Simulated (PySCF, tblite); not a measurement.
**CH5NO3Si3, a small molecule taken as a stand-in for a surface group (silica 3-ring): NMR shifts, core binding energies and electronic excitations**

Aim: the NMR shifts, core binding energies and electronic excitations of `N#C[SiH]1O[SiH2]O[SiH2]O1`.

Programs: tblite 0.8.0 and PySCF 2.14.0. All values are calculated, for the isolated system unless a continuum is named. Atoms count from 0, parts from 1.

### 1 The system as given

13 atoms, charge 0, multiplicity 1; geometry: distance geometry start.

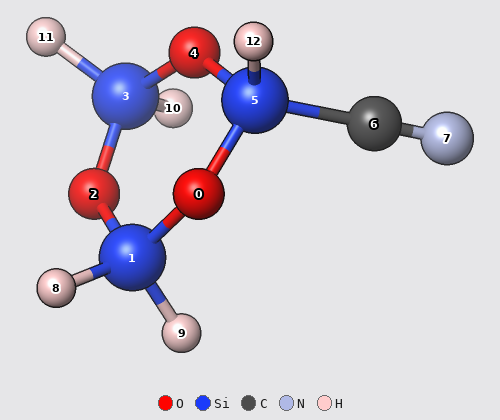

The starting geometry (oxygen red, silicon blue, carbon dark grey, nitrogen light blue, hydrogen pink), atoms numbered.

### 2 Geometry optimisation with GFN2-xTB

The job: settings as JSON, then the geometry in Å.

```
{"job": {"kind": "relax", "xc": "GFN2-xTB", "basis": "xTB"}, "charge": 0, "multiplicity": 1}
O     -0.688684    -1.154512     0.700823
Si    -1.750415    -0.619128    -0.443637
O     -1.321994     0.962962    -0.792379
Si     0.025124     1.848358    -0.459309
O      0.892545     0.999820     0.670627
Si     0.872463    -0.620404     1.083764
C      2.225716    -1.623817     0.199357
N      3.051283    -2.229784    -0.360444
H     -3.129886    -0.641952     0.106417
H     -1.657937    -1.435134    -1.647934
H      0.836323     1.999884    -1.682321
H     -0.362255     3.190978     0.090214
H      1.023159    -0.724005     2.535248
```

With the program's defaults for keys left out, this is: GFN2-xTB geometry optimisation, gas phase.

Launch:

```
OMP_NUM_THREADS=1 python cluster_run.py task.json out
```

This one command runs all jobs of the session in turn.

What it wrote:

```text
step      E/eV     max force
  0    -687.75419    2.755
  1    -687.70413    7.954
  2    -687.91464    0.693
  3    -687.95809    0.814
  4    -688.02688    0.928
  5    -688.04525    0.484
  6    -688.08124    0.598
  7    -688.09983    0.796
  8    -688.11940    0.505
  9    -688.12516    0.214
 10    -688.13081    0.230
 11    -688.13644    0.302
 12    -688.14160    0.286
 13    -688.14486    0.142
 14    -688.14713    0.151
 15    -688.14932    0.218
 16    -688.15177    0.225
 17    -688.15359    0.107
 18    -688.15462    0.081
 19    -688.15538    0.082
 20    -688.15604    0.105
 21    -688.15680    0.086
 22    -688.15779    0.109
 23    -688.15888    0.102
 24    -688.15976    0.088
 25    -688.16032    0.062
 26    -688.16077    0.059
 27    -688.16131    0.070
 28    -688.16190    0.089
 29    -688.16234    0.069
 30    -688.16257    0.048
 31    -688.16275    0.062
 32    -688.16308    0.108
 33    -688.16374    0.166
 34    -688.16488    0.175
 35    -688.16600    0.083
 36    -688.16647    0.053
 37    -688.16683    0.052
 38    -688.16719    0.052
 39    -688.16783    0.091
 40    -688.16886    0.124
 41    -688.17011    0.128
 42    -688.17108    0.096
 43    -688.17155    0.053
 44    -688.17169    0.027
 45    -688.17177    0.027
 46    -688.17190    0.027
 47    -688.17201    0.039
 48    -688.17207    0.020
 49    -688.17209    0.025
 50    -688.17211    0.018
 51    -688.17214    0.024
 52    -688.17221    0.047
 53    -688.17227    0.049
 54    -688.17234    0.043
 55    -688.17241    0.024
 56    -688.17248    0.025
 57    -688.17254    0.031
 58    -688.17262    0.046
 59    -688.17273    0.063
 60    -688.17292    0.064
 61    -688.17315    0.057
 62    -688.17331    0.024
 63    -688.17336    0.012
 64    -688.17337    0.012
 65    -688.17339    0.012
 66    -688.17340    0.014
 67    -688.17342    0.009
 68    -688.17343    0.007
```

Wall time 2 s (1 thread of Intel Xeon 6975P-C, shared host).

The steps of the relaxation: (not every step is listed)

| step | energy from step 0 (eV) | largest force (eV/Å) |
| --- | --- | --- |
| 0 | 0.0000 | 2.7557 |
| 2 | -0.1604 | 0.6921 |
| 4 | -0.2727 | 0.9276 |
| 6 | -0.3270 | 0.5976 |
| 8 | -0.3652 | 0.5045 |
| 10 | -0.3766 | 0.2306 |
| 12 | -0.3874 | 0.2860 |
| 14 | -0.3929 | 0.1510 |
| 16 | -0.3976 | 0.2250 |
| 20 | -0.4018 | 0.1047 |
| 24 | -0.4056 | 0.0881 |
| 28 | -0.4077 | 0.0893 |
| 32 | -0.4089 | 0.1083 |
| 36 | -0.4123 | 0.0534 |
| 40 | -0.4147 | 0.1238 |
| 44 | -0.4175 | 0.0269 |
| 48 | -0.4179 | 0.0199 |
| 52 | -0.4180 | 0.0466 |
| 56 | -0.4183 | 0.0252 |
| 58 | -0.4184 | 0.0466 |
| 60 | -0.4187 | 0.0638 |
| 62 | -0.4191 | 0.0245 |
| 64 | -0.4192 | 0.0114 |
| 66 | -0.4192 | 0.0136 |
| 68 | -0.4192 | 0.0064 |

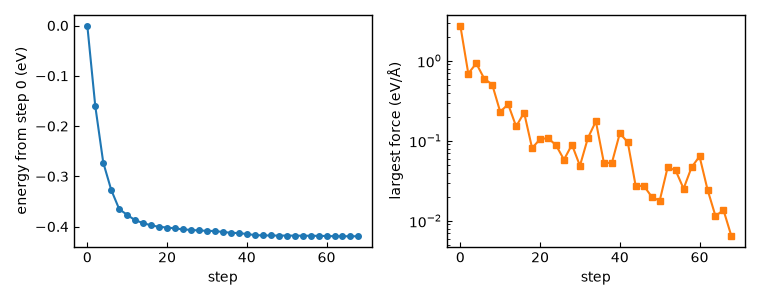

Energy and force, step by step.

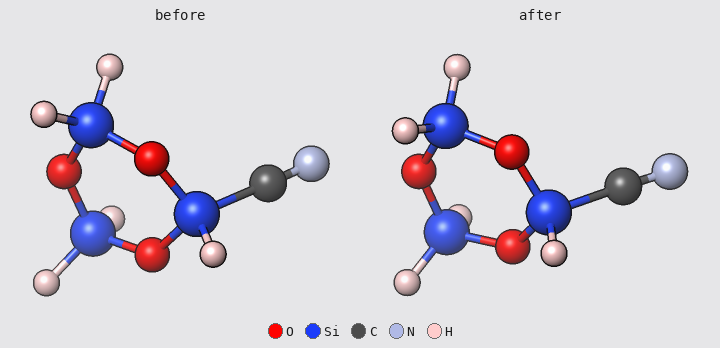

The geometry before (left) and after (right).

Distances of close pairs at the start and the end, largest changes first:

| bond | before (Å) | after (Å) | change (Å) |
| --- | --- | --- | --- |
| O0–Si5 | 1.694 | 1.620 | -0.074 |
| O4–Si5 | 1.672 | 1.620 | -0.052 |
| Si1–O2 | 1.676 | 1.626 | -0.050 |
| Si3–H11 | 1.502 | 1.452 | -0.049 |
| Si5–C6 | 1.903 | 1.867 | -0.035 |
| Si1–H8 | 1.485 | 1.453 | -0.033 |
| Si3–O4 | 1.658 | 1.632 | -0.026 |
| Si3–H10 | 1.475 | 1.452 | -0.024 |

### 3 Optimising the geometry at PBE0-D3(BJ)/def2-SVP

The job: settings as JSON, then the geometry in Å.

```
{"job": {"xc": "PBE0", "basis": "def2-SVP", "d3": "d3bj", "grid": 2, "kind": "geom", "shake": 0.01}, "charge": 0, "multiplicity": 1}
O     -0.525639    -1.264010     0.438366
Si    -1.740821    -0.583465    -0.471316
O     -1.337118     0.948809    -0.834269
Si     0.045574     1.826323    -0.491422
O      1.009987     0.898196     0.406358
Si     0.829308    -0.593637     0.990135
C      2.241144    -1.621670     0.293796
N      3.117270    -2.249377    -0.097152
H     -2.907652    -0.504139     0.407310
H     -1.773706    -1.328665    -1.703177
H      0.694343     2.071986    -1.730755
H     -0.402524     2.926308     0.367223
H      0.760043    -0.544032     2.432309
```

What it wrote:

```text
step   0  E = -1189.02904802  max force = 0.038320
step   1  E = -1189.04314738  max force = 0.006105
step   2  E = -1189.04343077  max force = 0.001857
step   3  E = -1189.04350770  max force = 0.001068
step   4  E = -1189.04359131  max force = 0.001834
step   5  E = -1189.04373680  max force = 0.002804
step   6  E = -1189.04386737  max force = 0.002115
step   7  E = -1189.04392875  max force = 0.000836
step   8  E = -1189.04394512  max force = 0.000354
step   9  E = -1189.04394947  max force = 0.000405
optimisation converged
```

Wall time 95 s (1 thread of Intel Xeon 6975P-C, shared host); peak memory 0.78 GiB.

Relaxation path:

| step | energy from step 0 (eV) | largest force component (eV/Å) |
| --- | --- | --- |
| 0 | 0.0000 | 1.9705 |
| 1 | -0.3837 | 0.3139 |
| 2 | -0.3914 | 0.0955 |
| 3 | -0.3935 | 0.0549 |
| 4 | -0.3957 | 0.0943 |
| 5 | -0.3997 | 0.1442 |
| 6 | -0.4033 | 0.1088 |
| 7 | -0.4049 | 0.0430 |
| 8 | -0.4054 | 0.0182 |
| 9 | -0.4055 | 0.0208 |

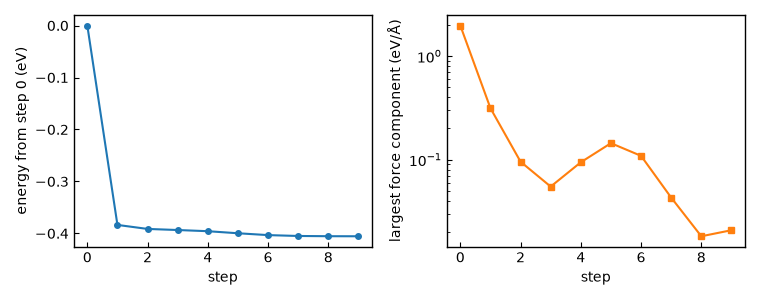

Energy and largest force along the relaxation.

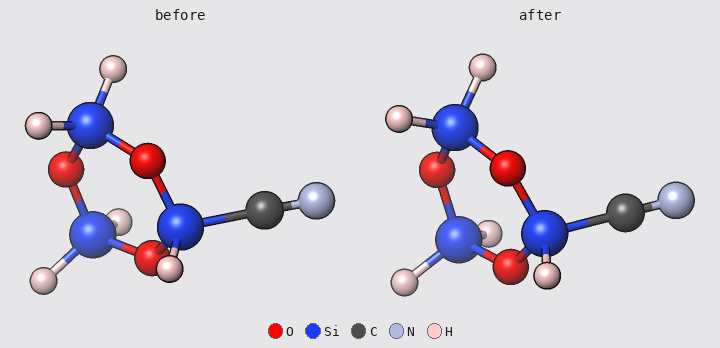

Before and after, at one scale.

Close pairs (by a distance rule), those that changed most:

| bond | before (Å) | after (Å) | change (Å) |
| --- | --- | --- | --- |
| Si3–H10 | 1.420 | 1.483 | +0.062 |
| Si3–O4 | 1.612 | 1.673 | +0.061 |
| Si1–H9 | 1.440 | 1.483 | +0.043 |
| O0–Si5 | 1.609 | 1.648 | +0.039 |
| Si1–O2 | 1.626 | 1.662 | +0.037 |
| O4–Si5 | 1.612 | 1.648 | +0.036 |
| Si5–H12 | 1.445 | 1.474 | +0.030 |
| Si1–H8 | 1.463 | 1.483 | +0.021 |

The next job starts from the end point, and lists it.

| at the end point | value |
| --- | --- |
| point group (found at 0.08 Å tolerance) | Cs |
| rotational constants (GHz, main isotopes) | 1.835, 1.010, 0.787 |
| dipole moment (D) | 3.39 |

### 4 NMR shieldings: PBE0/pcSseg-1

The job: settings as JSON, then the geometry in Å.

```
{"job": {"kind": "nmr", "xc": "PBE0", "basis": "pcSseg-1"}, "charge": 0, "multiplicity": 1}
O     -0.621590    -1.193579     0.635204
Si    -1.746583    -0.629716    -0.467926
O     -1.235474     0.880498    -0.937869
Si     0.050502     1.844021    -0.514091
O      0.959633     0.970687     0.585811
Si     0.834263    -0.585764     1.111897
C      2.164612    -1.572400     0.265977
N      2.998586    -2.192347    -0.247950
H     -3.062345    -0.532652     0.210277
H     -1.781885    -1.533715    -1.642891
H      0.872486     2.135872    -1.713131
H     -0.436953     3.077524     0.150498
H      1.015005    -0.685705     2.571574
```

With the program's defaults for keys left out, this is: GIAO PBE0/pcSseg-1 NMR shielding, non-relativistic, gas phase.

What it wrote:

```text
coarse grid: 13384 points
cycle   1  E = -1189.1581903067  dE =  1.091e+00  |g| = 1.221e+00  |ddm| = 3.638e+00
cycle   2  E = -1188.7178127208  dE =  4.404e-01  |g| = 1.947e+00  |ddm| = 2.092e+00
cycle   3  E = -1189.4074791982  dE = -6.897e-01  |g| = 2.496e-01  |ddm| = 1.434e+00
cycle   4  E = -1189.4170772334  dE = -9.598e-03  |g| = 1.326e-01  |ddm| = 1.852e-01
cycle   5  E = -1189.4207827749  dE = -3.706e-03  |g| = 2.205e-02  |ddm| = 9.285e-02
cycle   6  E = -1189.4208930159  dE = -1.102e-04  |g| = 2.374e-03  |ddm| = 2.144e-02
cycle   7  E = -1189.4208938383  dE = -8.224e-07  |g| = 1.539e-03  |ddm| = 2.767e-03
final grid: 118464 points
cycle   8  E = -1189.4952354050  dE = -4.937e-06  |g| = 1.094e-02  |ddm| = 1.565e-02
cycle   9  E = -1189.4952073347  dE =  2.807e-05  |g| = 1.667e-02  |ddm| = 1.708e-02
cycle  10  E = -1189.4952548733  dE = -4.754e-05  |g| = 1.632e-03  |ddm| = 1.075e-02
cycle  11  E = -1189.4952554029  dE = -5.296e-07  |g| = 5.240e-04  |ddm| = 1.050e-03
cycle  12  E = -1189.4952554584  dE = -5.555e-08  |g| = 8.233e-05  |ddm| = 3.307e-04
cycle  13  E = -1189.4952554597  dE = -1.263e-09  |g| = 4.025e-05  |ddm| = 8.162e-05
cycle  14  E = -1189.4952554600  dE = -2.710e-10  |g| = 8.925e-06  |ddm| = 2.977e-05
converged SCF energy = -1189.4952554600

GIAO shielding tensors (ppm)
atom      isotropic    diamagn.    paramagn.     s11        s22        s33       span
  0 O      242.212     402.320    -160.108    183.589    231.727    311.320    127.732
  1 Si     381.589     879.685    -498.096    351.228    386.191    407.348     56.121
  2 O      250.505     402.261    -151.756    184.024    226.259    341.233    157.208
  3 Si     381.680     879.690    -498.011    351.269    386.332    407.438     56.168
  4 O      242.323     402.344    -160.021    183.686    231.893    311.391    127.705
  5 Si     418.523     880.025    -461.502    377.069    436.515    441.986     64.917
  6 C       57.842     263.977    -206.135    -57.974    -56.776    288.275    346.249
  7 N      -94.488     337.358    -431.846   -292.305   -289.237    298.078    590.383
  8 H       26.051      28.222      -2.171     22.948     23.426     31.778      8.830
  9 H       25.977      29.138      -3.161     23.065     23.487     31.378      8.313
 10 H       25.984      29.123      -3.139     23.068     23.487     31.397      8.329
 11 H       26.048      28.232      -2.184     22.952     23.425     31.768      8.816
 12 H       26.497      27.221      -0.724     23.186     23.874     32.433      9.247
```

Wall time 18 s (1 thread of Intel Xeon 6975P-C, shared host); peak memory 0.97 GiB.

Shifts follow as δ = σ(reference) − σ, with reference shieldings (ppm) from runs at the same level and on the same kind of geometry: ¹H TMS 31.27, ¹³C TMS 184.4, ²⁹Si TMS 352.0, ¹⁵N NH3 265.7, ¹⁷O H2O 334.6. The references are single molecules in the gas phase, so shifts against H2O, NH3, PH3, H3PO4 or CFCl3 are not on the usual liquid scales and can be off by tens of ppm. Atoms listed in one row are averaged.

| atoms | environment | σ (ppm) | δ (ppm) |
| --- | --- | --- | --- |
| C6 | carbon bonded to N, Si | 57.8 | 126.6 |
| H9, H10 | hydrogen on a silicon bonded to 2 O | 25.98 | 5.29 |
| H8, H11 | hydrogen on a silicon bonded to 2 O | 26.05 | 5.22 |
| H12 | hydrogen on a silicon bonded to C, 2 O | 26.50 | 4.77 |
| O0, O4 | oxygen bonded to 2 Si | 242.3 | 92.3 |
| O2 | oxygen bonded to 2 Si | 250.5 | 84.1 |
| Si1, Si3 | silicon bonded to 2 O, 2 H | 381.6 | -29.6 |
| Si5 | silicon bonded to C, 2 O, H | 418.5 | -66.5 |
| N7 | nitrogen bonded to C | -94.5 | 360.2 |

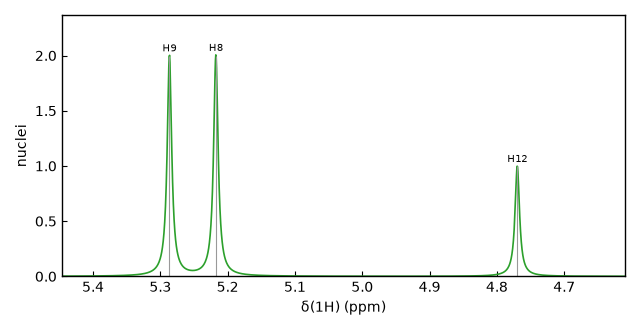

¹H lines at the computed shifts, without couplings. Lines are broadened to a width of 0.01 ppm (Lorentzian).

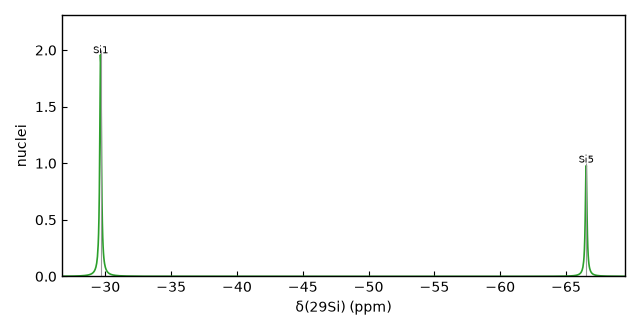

²⁹Si lines at the computed shifts, without couplings. Lines are broadened to a width of 0.15 ppm (Lorentzian).

Charges from the same density, by scheme (e):

| atoms | Mulliken | IAO | Hirshfeld | ESP fit |
| --- | --- | --- | --- | --- |
| O0, O4 | -0.76 | -0.87 | -0.31 | -0.61 |
| Si1, Si3 | 1.03 | 1.19 | 0.48 | 0.91 |
| O2 | -0.77 | -0.88 | -0.32 | -0.61 |
| Si5 | 1.19 | 1.32 | 0.52 | 0.94 |
| C6 | -0.21 | -0.20 | -0.04 | 0.08 |
| N7 | -0.19 | -0.18 | -0.18 | -0.34 |

Hirshfeld charges:

O0 -0.31; Si1 0.48; O2 -0.32; Si3 0.48; O4 -0.31; Si5 0.52; C6 -0.04; N7 -0.18; H8 -0.07; H9 -0.07; H10 -0.07; H11 -0.07; H12 -0.05

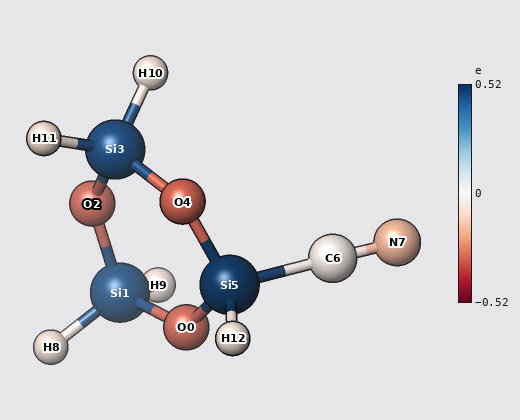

Hirshfeld charges, as colours on the atoms.

Mayer bond orders: O0–Si1 0.88, Si1–O2 0.91, O2–Si3 0.91, Si3–O4 0.88, O4–Si5 0.96, Si5–C6 0.79, C6–N7 2.92, Si5–O0 0.96.

Ring of atoms O0, Si1, O2, Si3, O4, Si5: NICS(0) -2.4, NICS(1) -0.2, NICS(1)zz 3.5 ppm (means of both faces).

[end of part 1 of 2]
